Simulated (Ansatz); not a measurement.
**GaH₄ClO₃: molecular dynamics (part 1 of 3)**

- system: GaH₄ClO₃
- method: RKS PBE-D4/def2-SVP (Ansatz 0.2.0)

It belongs to a series of runs on one base structure; here: dynamics from the highest image of the converged band. Figures and captions count atoms from 1; the log counts them from 0 in places.

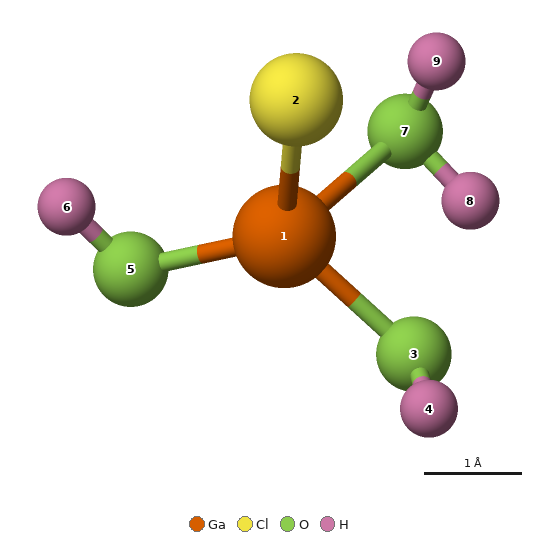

*The structure as given in the input (ball-and-stick view, seen at a tilt; atoms are numbered from 1 in the order of the input). Sticks mark near contacts.*

Bond lengths as drawn: Cl–Ga 2.20 Å, Ga–O 1.80 to 2.12 Å and H–O 0.97 to 0.99 Å.

Input file
```yaml
crystal:
  periodic: [false, false, false]
  atoms:
    - { symbol: Ga, position_ang: [-0.16036, -0.068874, 0.183449] }
    - { symbol: Cl, position_ang: [-0.257597, -1.011949, 2.166552] }
    - { symbol: O, position_ang: [1.492542, 0.299352, -0.503064] }
    - { symbol: H, position_ang: [2.093712, -0.461541, -0.575824] }
    - { symbol: O, position_ang: [-1.555829, -0.216663, -0.939403] }
    - { symbol: H, position_ang: [-2.341115, -0.556831, -0.472803] }
    - { symbol: O, position_ang: [0.048491, 1.919291, 0.887726] }
    - { symbol: H, position_ang: [0.979904, 1.912069, 0.541421] }
    - { symbol: H, position_ang: [0.143348, 1.792248, 1.855746] }
basis:
  gaussian: { orbitals: def2-SVP }
hamiltonian:
  xc: pbe
  dispersion: d4
md:
  timestep: 0.5
  n_steps: 200
  ensemble: nve
  temperature: 300.0
  initial_velocities: maxwell_boltzmann
  seed: 7387
```

Hardware: 4 threads of Arm Neoverse V2, 24 GiB of memory available, shared host.

Launch command:
```bash
ansatz run input.yaml --threads 4 --pin off --max-ram 5120MiB --backend cpu --events-out ev --progress --plain --runs-dir out
```

What the program printed
```
Engine: ansatz 0.2.0, aarch64-unknown-linux-gnu
Functional definition: PBE
  parameter kappa = 0.804
  parameter beta = 0.06672455060314922
  exchange = pbe_x(kappa = kappa, mu = beta*pi^2/3)
  correlation = pbe_c(beta = beta)
1211 factors; their error is unknown
mean field evaluation 1: about -71060.2294 eV, gradient 9.6e1 eV
mean field evaluation 2: about -70965.0093 eV, gradient 2.3e2 eV
mean field evaluation 4: about -71074.8458 eV, gradient 2.2e1 eV
mean field evaluation 8: about -71075.6732 eV, gradient 2.6e-1 eV
mean field evaluation 16: about -71075.6226 eV, gradient 2.2e-4 eV
mean field -71075.62263029 eV, -2611.9809548758 hartree, gradient 3.6e-5 eV, S^2 0.000000; 0 other end points of the search recorded, 0 dependent functions left out
the calculation of the forces begins
reference -71075.62266934 eV, -2611.9809563107 hartree; 38, 38 occupied and 74, 74 virtual orbitals, 1211 factors
md step     0: t =     0.00 fs  T =   300.0 K  F+E_penalty+E_count = -71075.82099050 eV  E_kin = 0.271446 eV  conserved = -71075.54954450 eV  (27 SCF iters)
these checks for a lower state are left out or cut short: starts, cluster_reference, orbital_swaps, neighbouring_geometries, increment
1211 factors; their error is unknown
mean field -71075.61744933 eV, -2611.9807644791 hartree, gradient 6.7e-5 eV, S^2 0.000000; 0 other end points of the search recorded, 0 dependent functions left out
the calculation of the forces begins
reference -71075.61748846 eV, -2611.9807659170 hartree; 38, 38 occupied and 74, 74 virtual orbitals, 1211 factors
md step     1: t =     0.50 fs  T =   294.3 K  F+E_penalty+E_count = -71075.81568183 eV  E_kin = 0.266292 eV  conserved = -71075.54938961 eV  (27 SCF iters)
[... from here on the SCF iterations and repeated set-up lines of each step are left out, up to the last step ...]
md step     2: t =     1.00 fs  T =   279.7 K  F+E_penalty+E_count = -71075.80209213 eV  E_kin = 0.253045 eV  conserved = -71075.54904673 eV  (28 SCF iters)
md step     3: t =     1.50 fs  T =   261.7 K  F+E_penalty+E_count = -71075.78546372 eV  E_kin = 0.236795 eV  conserved = -71075.54866880 eV  (27 SCF iters)
md step     4: t =     2.00 fs  T =   246.7 K  F+E_penalty+E_count = -71075.77161999 eV  E_kin = 0.223202 eV  conserved = -71075.54841842 eV  (28 SCF iters)
md step     5: t =     2.50 fs  T =   238.8 K  F+E_penalty+E_count = -71075.76443839 eV  E_kin = 0.216040 eV  conserved = -71075.54839839 eV  (27 SCF iters)
md step     6: t =     3.00 fs  T =   238.3 K  F+E_penalty+E_count = -71075.76425023 eV  E_kin = 0.215644 eV  conserved = -71075.54860623 eV  (28 SCF iters)
md step     7: t =     3.50 fs  T =   242.0 K  F+E_penalty+E_count = -71075.76786321 eV  E_kin = 0.218923 eV  conserved = -71075.54894043 eV  (27 SCF iters)
md step     8: t =     4.00 fs  T =   244.1 K  F+E_penalty+E_count = -71075.77012394 eV  E_kin = 0.220873 eV  conserved = -71075.54925099 eV  (27 SCF iters)
md step     9: t =     4.50 fs  T =   239.7 K  F+E_penalty+E_count = -71075.76625797 eV  E_kin = 0.216858 eV  conserved = -71075.54939971 eV  (27 SCF iters)
md step    10: t =     5.00 fs  T =   226.3 K  F+E_penalty+E_count = -71075.75403253 eV  E_kin = 0.204723 eV  conserved = -71075.54930962 eV  (26 SCF iters)
md step    11: t =     5.50 fs  T =   205.5 K  F+E_penalty+E_count = -71075.73494519 eV  E_kin = 0.185945 eV  conserved = -71075.54899974 eV  (28 SCF iters)
md step    12: t =     6.00 fs  T =   182.7 K  F+E_penalty+E_count = -71075.71388344 eV  E_kin = 0.165287 eV  conserved = -71075.54859662 eV  (27 SCF iters)
md step    13: t =     6.50 fs  T =   164.5 K  F+E_penalty+E_count = -71075.69711117 eV  E_kin = 0.148815 eV  conserved = -71075.54829629 eV  (26 SCF iters)
md step    14: t =     7.00 fs  T =   155.8 K  F+E_penalty+E_count = -71075.68924744 eV  E_kin = 0.140986 eV  conserved = -71075.54826186 eV  (26 SCF iters)
md step    15: t =     7.50 fs  T =   157.3 K  F+E_penalty+E_count = -71075.69080221 eV  E_kin = 0.142286 eV  conserved = -71075.54851664 eV  (26 SCF iters)
md step    16: t =     8.00 fs  T =   164.6 K  F+E_penalty+E_count = -71075.69783768 eV  E_kin = 0.148913 eV  conserved = -71075.54892486 eV  (26 SCF iters)
md step    17: t =     8.50 fs  T =   171.0 K  F+E_penalty+E_count = -71075.70403302 eV  E_kin = 0.154754 eV  conserved = -71075.54927948 eV  (26 SCF iters)
md step    18: t =     9.00 fs  T =   170.7 K  F+E_penalty+E_count = -71075.70386787 eV  E_kin = 0.154450 eV  conserved = -71075.54941743 eV  (26 SCF iters)
md step    19: t =     9.50 fs  T =   161.2 K  F+E_penalty+E_count = -71075.69517282 eV  E_kin = 0.145886 eV  conserved = -71075.54928660 eV  (26 SCF iters)
md step    20: t =    10.00 fs  T =   144.8 K  F+E_penalty+E_count = -71075.67998067 eV  E_kin = 0.131031 eV  conserved = -71075.54894980 eV  (28 SCF iters)
md step    21: t =    10.50 fs  T =   127.1 K  F+E_penalty+E_count = -71075.66355027 eV  E_kin = 0.114995 eV  conserved = -71075.54855508 eV  (26 SCF iters)
md step    22: t =    11.00 fs  T =   114.7 K  F+E_penalty+E_count = -71075.65203446 eV  E_kin = 0.103753 eV  conserved = -71075.54828116 eV  (26 SCF iters)
md step    23: t =    11.50 fs  T =   112.1 K  F+E_penalty+E_count = -71075.64969101 eV  E_kin = 0.101432 eV  conserved = -71075.54825897 eV  (26 SCF iters)
md step    24: t =    12.00 fs  T =   119.8 K  F+E_penalty+E_count = -71075.65686230 eV  E_kin = 0.108360 eV  conserved = -71075.54850237 eV  (27 SCF iters)
md step    25: t =    12.50 fs  T =   133.6 K  F+E_penalty+E_count = -71075.66976992 eV  E_kin = 0.120872 eV  conserved = -71075.54889760 eV  (26 SCF iters)
md step    26: t =    13.00 fs  T =   147.0 K  F+E_penalty+E_count = -71075.68227812 eV  E_kin = 0.133016 eV  conserved = -71075.54926197 eV  (26 SCF iters)
md step    27: t =    13.50 fs  T =   154.0 K  F+E_penalty+E_count = -71075.68873929 eV  E_kin = 0.139311 eV  conserved = -71075.54942844 eV  (26 SCF iters)
md step    28: t =    14.00 fs  T =   151.7 K  F+E_penalty+E_count = -71075.68660466 eV  E_kin = 0.137290 eV  conserved = -71075.54931471 eV  (27 SCF iters)
md step    29: t =    14.50 fs  T =   142.3 K  F+E_penalty+E_count = -71075.67770094 eV  E_kin = 0.128740 eV  conserved = -71075.54896078 eV  (26 SCF iters)
md step    30: t =    15.00 fs  T =   131.6 K  F+E_penalty+E_count = -71075.66756158 eV  E_kin = 0.119031 eV  conserved = -71075.54853019 eV  (26 SCF iters)
md step    31: t =    15.50 fs  T =   126.7 K  F+E_penalty+E_count = -71075.66285836 eV  E_kin = 0.114613 eV  conserved = -71075.54824535 eV  (27 SCF iters)
md step    32: t =    16.00 fs  T =   132.3 K  F+E_penalty+E_count = -71075.66797877 eV  E_kin = 0.119714 eV  conserved = -71075.54826442 eV  (26 SCF iters)
md step    33: t =    16.50 fs  T =   148.2 K  F+E_penalty+E_count = -71075.68262828 eV  E_kin = 0.134052 eV  conserved = -71075.54857601 eV  (26 SCF iters)
md step    34: t =    17.00 fs  T =   169.1 K  F+E_penalty+E_count = -71075.70199692 eV  E_kin = 0.152989 eV  conserved = -71075.54900814 eV  (26 SCF iters)
md step    35: t =    17.50 fs  T =   187.9 K  F+E_penalty+E_count = -71075.71936056 eV  E_kin = 0.170017 eV  conserved = -71075.54934378 eV  (26 SCF iters)
md step    36: t =    18.00 fs  T =   198.9 K  F+E_penalty+E_count = -71075.72942158 eV  E_kin = 0.179982 eV  conserved = -71075.54943975 eV  (26 SCF iters)
md step    37: t =    18.50 fs  T =   200.4 K  F+E_penalty+E_count = -71075.73057421 eV  E_kin = 0.181298 eV  conserved = -71075.54927583 eV  (26 SCF iters)
md step    38: t =    19.00 fs  T =   194.9 K  F+E_penalty+E_count = -71075.72528238 eV  E_kin = 0.176344 eV  conserved = -71075.54893858 eV  (26 SCF iters)
md step    39: t =    19.50 fs  T =   188.1 K  F+E_penalty+E_count = -71075.71874472 eV  E_kin = 0.170164 eV  conserved = -71075.54858086 eV  (27 SCF iters)
md step    40: t =    20.00 fs  T =   185.8 K  F+E_penalty+E_count = -71075.71649541 eV  E_kin = 0.168129 eV  conserved = -71075.54836633 eV  (26 SCF iters)
md step    41: t =    20.50 fs  T =   191.7 K  F+E_penalty+E_count = -71075.72185477 eV  E_kin = 0.173455 eV  conserved = -71075.54839980 eV  (26 SCF iters)
md step    42: t =    21.00 fs  T =   205.2 K  F+E_penalty+E_count = -71075.73431356 eV  E_kin = 0.185641 eV  conserved = -71075.54867280 eV  (28 SCF iters)
md step    43: t =    21.50 fs  T =   221.7 K  F+E_penalty+E_count = -71075.74966992 eV  E_kin = 0.200606 eV  conserved = -71075.54906378 eV  (27 SCF iters)
md step    44: t =    22.00 fs  T =   234.9 K  F+E_penalty+E_count = -71075.76190796 eV  E_kin = 0.212512 eV  conserved = -71075.54939641 eV  (27 SCF iters)
md step    45: t =    22.50 fs  T =   239.2 K  F+E_penalty+E_count = -71075.76592562 eV  E_kin = 0.216405 eV  conserved = -71075.54952036 eV  (27 SCF iters)
md step    46: t =    23.00 fs  T =   232.6 K  F+E_penalty+E_count = -71075.75987275 eV  E_kin = 0.210499 eV  conserved = -71075.54937385 eV  (28 SCF iters)
md step    47: t =    23.50 fs  T =   217.8 K  F+E_penalty+E_count = -71075.74609074 eV  E_kin = 0.197073 eV  conserved = -71075.54901730 eV  (28 SCF iters)
md step    48: t =    24.00 fs  T =   200.6 K  F+E_penalty+E_count = -71075.73014626 eV  E_kin = 0.181527 eV  conserved = -71075.54861934 eV  (28 SCF iters)
md step    49: t =    24.50 fs  T =   187.7 K  F+E_penalty+E_count = -71075.71820971 eV  E_kin = 0.169829 eV  conserved = -71075.54838052 eV  (27 SCF iters)
md step    50: t =    25.00 fs  T =   183.0 K  F+E_penalty+E_count = -71075.71398413 eV  E_kin = 0.165567 eV  conserved = -71075.54841748 eV  (28 SCF iters)
md step    51: t =    25.50 fs  T =   185.9 K  F+E_penalty+E_count = -71075.71693118 eV  E_kin = 0.168242 eV  conserved = -71075.54868882 eV  (28 SCF iters)
md step    52: t =    26.00 fs  T =   192.1 K  F+E_penalty+E_count = -71075.72287191 eV  E_kin = 0.173840 eV  conserved = -71075.54903194 eV  (27 SCF iters)
md step    53: t =    26.50 fs  T =   195.8 K  F+E_penalty+E_count = -71075.72643361 eV  E_kin = 0.177158 eV  conserved = -71075.54927516 eV  (27 SCF iters)
md step    54: t =    27.00 fs  T =   192.7 K  F+E_penalty+E_count = -71075.72370204 eV  E_kin = 0.174375 eV  conserved = -71075.54932671 eV  (26 SCF iters)
md step    55: t =    27.50 fs  T =   181.8 K  F+E_penalty+E_count = -71075.71371142 eV  E_kin = 0.164520 eV  conserved = -71075.54919132 eV  (26 SCF iters)
md step    56: t =    28.00 fs  T =   165.2 K  F+E_penalty+E_count = -71075.69845043 eV  E_kin = 0.149513 eV  conserved = -71075.54893716 eV  (26 SCF iters)
md step    57: t =    28.50 fs  T =   147.2 K  F+E_penalty+E_count = -71075.68182334 eV  E_kin = 0.133164 eV  conserved = -71075.54865977 eV  (28 SCF iters)
md step    58: t =    29.00 fs  T =   132.3 K  F+E_penalty+E_count = -71075.66812871 eV  E_kin = 0.119671 eV  conserved = -71075.54845812 eV  (26 SCF iters)
md step    59: t =    29.50 fs  T =   123.9 K  F+E_penalty+E_count = -71075.66048023 eV  E_kin = 0.112069 eV  conserved = -71075.54841144 eV  (26 SCF iters)
md step    60: t =    30.00 fs  T =   122.7 K  F+E_penalty+E_count = -71075.65957044 eV  E_kin = 0.111022 eV  conserved = -71075.54854858 eV  (26 SCF iters)
md step    61: t =    30.50 fs  T =   126.5 K  F+E_penalty+E_count = -71075.66325579 eV  E_kin = 0.114433 eV  conserved = -71075.54882250 eV  (28 SCF iters)
md step    62: t =    31.00 fs  T =   130.7 K  F+E_penalty+E_count = -71075.66732865 eV  E_kin = 0.118215 eV  conserved = -71075.54911352 eV  (27 SCF iters)
md step    63: t =    31.50 fs  T =   130.5 K  F+E_penalty+E_count = -71075.66738147 eV  E_kin = 0.118105 eV  conserved = -71075.54927612 eV  (28 SCF iters)
md step    64: t =    32.00 fs  T =   123.6 K  F+E_penalty+E_count = -71075.66103400 eV  E_kin = 0.111822 eV  conserved = -71075.54921182 eV  (29 SCF iters)
md step    65: t =    32.50 fs  T =   111.0 K  F+E_penalty+E_count = -71075.64939539 eV  E_kin = 0.100459 eV  conserved = -71075.54893614 eV  (29 SCF iters)
md step    66: t =    33.00 fs  T =    97.5 K  F+E_penalty+E_count = -71075.63677252 eV  E_kin = 0.088182 eV  conserved = -71075.54859042 eV  (30 SCF iters)
md step    67: t =    33.50 fs  T =    88.5 K  F+E_penalty+E_count = -71075.62848545 eV  E_kin = 0.080115 eV  conserved = -71075.54836996 eV  (30 SCF iters)
md step    68: t =    34.00 fs  T =    87.9 K  F+E_penalty+E_count = -71075.62791636 eV  E_kin = 0.079521 eV  conserved = -71075.54839544 eV  (30 SCF iters)
md step    69: t =    34.50 fs  T =    95.1 K  F+E_penalty+E_count = -71075.63469653 eV  E_kin = 0.086067 eV  conserved = -71075.54862906 eV  (30 SCF iters)
md step    70: t =    35.00 fs  T =   106.5 K  F+E_penalty+E_count = -71075.64524989 eV  E_kin = 0.096336 eV  conserved = -71075.54891388 eV  (30 SCF iters)
md step    71: t =    35.50 fs  T =   117.2 K  F+E_penalty+E_count = -71075.65513571 eV  E_kin = 0.106041 eV  conserved = -71075.54909431 eV  (28 SCF iters)
md step    72: t =    36.00 fs  T =   124.1 K  F+E_penalty+E_count = -71075.66143366 eV  E_kin = 0.112326 eV  conserved = -71075.54910728 eV  (28 SCF iters)
md step    73: t =    36.50 fs  T =   126.9 K  F+E_penalty+E_count = -71075.66378905 eV  E_kin = 0.114802 eV  conserved = -71075.54898700 eV  (28 SCF iters)
md step    74: t =    37.00 fs  T =   127.3 K  F+E_penalty+E_count = -71075.66397125 eV  E_kin = 0.115157 eV  conserved = -71075.54881413 eV  (29 SCF iters)
md step    75: t =    37.50 fs  T =   128.2 K  F+E_penalty+E_count = -71075.66465471 eV  E_kin = 0.115989 eV  conserved = -71075.54866609 eV  (28 SCF iters)
md step    76: t =    38.00 fs  T =   132.2 K  F+E_penalty+E_count = -71075.66819137 eV  E_kin = 0.119599 eV  conserved = -71075.54859260 eV  (28 SCF iters)
md step    77: t =    38.50 fs  T =   140.5 K  F+E_penalty+E_count = -71075.67577899 eV  E_kin = 0.127164 eV  conserved = -71075.54861480 eV  (29 SCF iters)
md step    78: t =    39.00 fs  T =   152.9 K  F+E_penalty+E_count = -71075.68708362 eV  E_kin = 0.138352 eV  conserved = -71075.54873187 eV  (28 SCF iters)
md step    79: t =    39.50 fs  T =   167.3 K  F+E_penalty+E_count = -71075.70026079 eV  E_kin = 0.151343 eV  conserved = -71075.54891802 eV  (29 SCF iters)
md step    80: t =    40.00 fs  T =   180.5 K  F+E_penalty+E_count = -71075.71241027 eV  E_kin = 0.163297 eV  conserved = -71075.54911368 eV  (27 SCF iters)
md step    81: t =    40.50 fs  T =   189.3 K  F+E_penalty+E_count = -71075.72055449 eV  E_kin = 0.171323 eV  conserved = -71075.54923113 eV  (28 SCF iters)
md step    82: t =    41.00 fs  T =   192.1 K  F+E_penalty+E_count = -71075.72300363 eV  E_kin = 0.173810 eV  conserved = -71075.54919383 eV  (28 SCF iters)
md step    83: t =    41.50 fs  T =   189.5 K  F+E_penalty+E_count = -71075.72047409 eV  E_kin = 0.171474 eV  conserved = -71075.54900051 eV  (28 SCF iters)
md step    84: t =    42.00 fs  T =   184.9 K  F+E_penalty+E_count = -71075.71602090 eV  E_kin = 0.167262 eV  conserved = -71075.54875936 eV  (27 SCF iters)
md step    85: t =    42.50 fs  T =   182.1 K  F+E_penalty+E_count = -71075.71335752 eV  E_kin = 0.164726 eV  conserved = -71075.54863126 eV  (26 SCF iters)
md step    86: t =    43.00 fs  T =   183.2 K  F+E_penalty+E_count = -71075.71444695 eV  E_kin = 0.165740 eV  conserved = -71075.54870699 eV  (27 SCF iters)
md step    87: t =    43.50 fs  T =   187.0 K  F+E_penalty+E_count = -71075.71816417 eV  E_kin = 0.169236 eV  conserved = -71075.54892828 eV  (26 SCF iters)
md step    88: t =    44.00 fs  T =   190.1 K  F+E_penalty+E_count = -71075.72114906 eV  E_kin = 0.172011 eV  conserved = -71075.54913828 eV  (26 SCF iters)
```
